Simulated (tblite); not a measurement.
## Frequency calculation, with input and output: CH5BrSi

- system: CH5BrSi
- method: GFN2-xTB, R-SCC (tblite 0.8.0)

The geometry was optimised with GFN2-xTB.

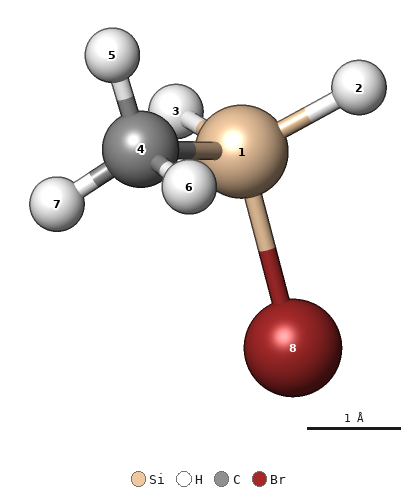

**Figure 1.** The input geometry (ball-and-stick view, seen at a tilt; atoms are numbered from 1 in the order of the input).

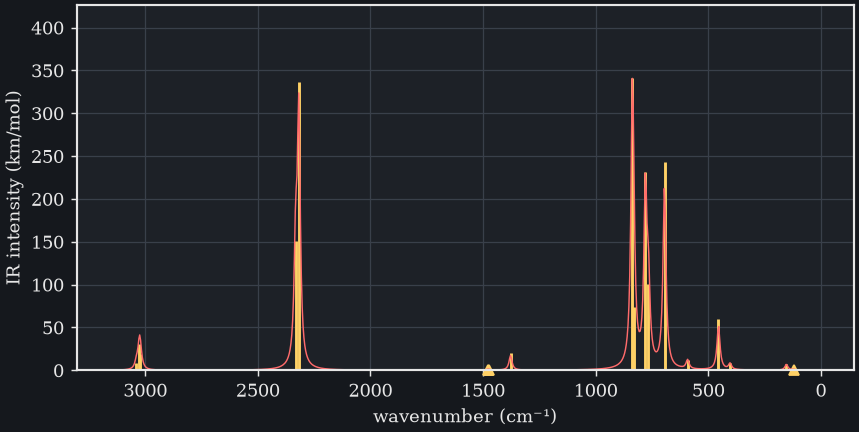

**Figure 2.** Harmonic infrared spectrum, unscaled: sticks (degenerate modes added up, dark ones marked on the axis) with a Lorentzian envelope of 16 cm⁻¹ full width, scaled to the tallest stick. 18 modes from 121 to 3039 cm⁻¹, none imaginary. The strongest line is at 837 cm⁻¹ (341 km/mol).

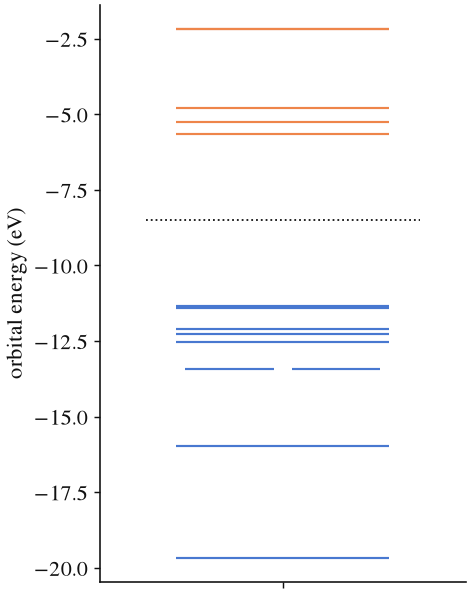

**Figure 3.** Orbital energies near the frontier; the dotted line parts filled from empty levels, and levels within 0.02 eV of each other stand side by side. Highest filled −11.34 eV, lowest empty −5.66 eV, 5.68 eV apart.

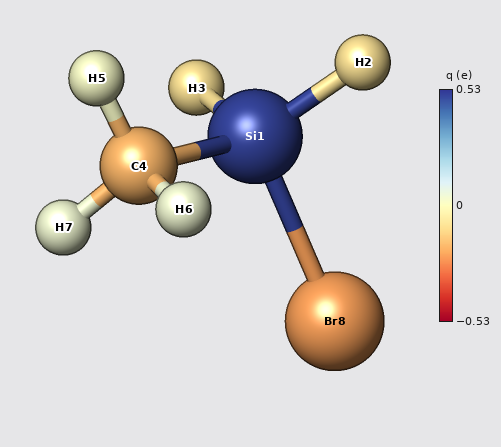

**Figure 4.** Mulliken charges, as the colour of each atom (ball-and-stick view, seen at a tilt; atoms are numbered from 1 in the order of the input). By element: Si +0.50, H −0.09 to +0.04, C −0.19 and Br −0.23 e.

The input that produced these results follows, with the program's output.

## The input (run.py)
```python
# GFN2-xTB harmonic vibrations
import json
import numpy as np
from tblite.interface import Calculator
from tblite.interface import symbols_to_numbers
from ase.data import atomic_masses

symbols = list(map(str, np.loadtxt("start.xyz", skiprows=2, usecols=0, dtype=str, ndmin=1)))
numbers = np.array(symbols_to_numbers(symbols))
positions = np.loadtxt("start.xyz", skiprows=2, usecols=(1, 2, 3), ndmin=2) / 0.5291772

calculator = Calculator("GFN2-xTB", numbers, positions, charge=0, uhf=0)
calculator.set("verbosity", 0)
calculator.set("accuracy", 0.01)
sp = calculator.singlepoint()
h = 0.005  # bohr
n = positions.size
H, D = np.zeros((n, n)), np.zeros((n, 3))
for a in range(n):
    g, d = [], []
    for sign in (1, -1):
        x = positions.ravel().copy()
        x[a] += sign * h
        calculator.update(x.reshape(-1, 3))
        y = calculator.singlepoint()
        g.append(y.get('gradient').ravel())
        d.append(y.get('dipole'))
    H[a], D[a] = (g[0] - g[1]) / (2 * h), (d[0] - d[1]) / (2 * h)
mass = np.repeat(atomic_masses[numbers], 3)
H = (H + H.T) / 2 / np.sqrt(np.outer(mass, mass))
# project out translations and rotations
com = positions - atomic_masses[numbers] @ positions / atomic_masses[numbers].sum()
T = [np.tile(v, len(numbers)) for v in np.eye(3)] + [np.cross(com, v).ravel() for v in np.eye(3)]
U, sv, _ = np.linalg.svd((np.array(T) * np.sqrt(mass)).T)
Q = U[:, (sv > 1e-3 * sv.max()).sum():]
w, V = np.linalg.eigh(Q.T @ H @ Q)
freq = np.sign(w) * np.sqrt(np.abs(w)) * 5140.487
inten = (((Q @ V).T / np.sqrt(mass)) @ D) ** 2
inten = inten.sum(axis=1) * 974.88
print(f"E = {sp.get('energy'):.8f} Eh, max gradient {np.abs(sp.get('gradient')).max():.2e} Eh/bohr")
print("mode   frequency/cm^-1   IR/(km/mol)")
for i, (v, s) in enumerate(zip(freq, inten), 1):
    print(f"{i:4d} {v:14.2f} {s:14.3f}")
zpe = freq[freq > 0].sum() / 2 / 219474.63
print(f"imaginary modes: {(freq < -10).sum()}, zero-point energy {zpe:.6f} Eh = {zpe * 2625.4996:.4f} kJ/mol")
out = {k: np.asarray(sp.get(k)).tolist() for k in ("energy", "gradient", "charges", "dipole", "orbital-energies", "orbital-occupations")}
out.update(symbols=symbols, positions=(positions * 0.529177210903).tolist(), frequencies=freq.tolist(), intensities=inten.tolist(), zpe=zpe)
json.dump(out, open("results.json", "w"))
```

## File start.xyz
```
8
SiH2MeBr
Si     0.499314    -0.620074     0.362855
H      0.431367    -0.728590     1.813583
H      1.857762    -0.727713    -0.150947
C     -0.417374     0.890383    -0.302944
H      0.051008     1.809557     0.037394
H     -1.453309     0.903314     0.028702
H     -0.421843     0.903050    -1.390689
Br    -0.546926    -2.429927    -0.397944
```

Launch command:
```bash
python run.py
```

## Log
```
E = -10.54798069 Eh, max gradient 2.72e-05 Eh/bohr
mode   frequency/cm^-1   IR/(km/mol)
   1         120.51          0.952
   2         153.27          7.829
   3         403.47          8.269
   4         454.80         59.433
   5         592.03         12.170
   6         694.56        242.963
   7         765.80        100.955
   8         779.36        231.570
   9         831.27         73.801
  10         837.31        340.782
  11        1378.20         19.778
  12        1474.74          0.057
  13        1476.97          1.486
  14        2318.26        336.689
  15        2332.38        150.598
  16        3021.73         18.664
  17        3026.34         30.399
  18        3039.33          9.020
imaginary modes: 0, zero-point energy 0.053993 Eh = 141.7595 kJ/mol
```

## Key numbers

| quantity | value |
| --- | --- |
| outcome | converged |
| total energy | −10.547981 hartree |
| basis functions | 27 |
| largest force | 0.001 eV/Å |
| HOMO | −11.34 eV |
| LUMO | −5.66 eV |
| zero-point energy | 0.053993 hartree |
| dipole moment | 5.61 D |
| wavenumbers, lowest and highest | 121 and 3039 cm⁻¹ |
| hardware | 1 thread of Intel Xeon @ 2.50GHz (Skylake/Cascade Lake), 189 GiB of memory available, shared host |
| wall time | 0.88 s |
| peak memory | 0.068 GiB |
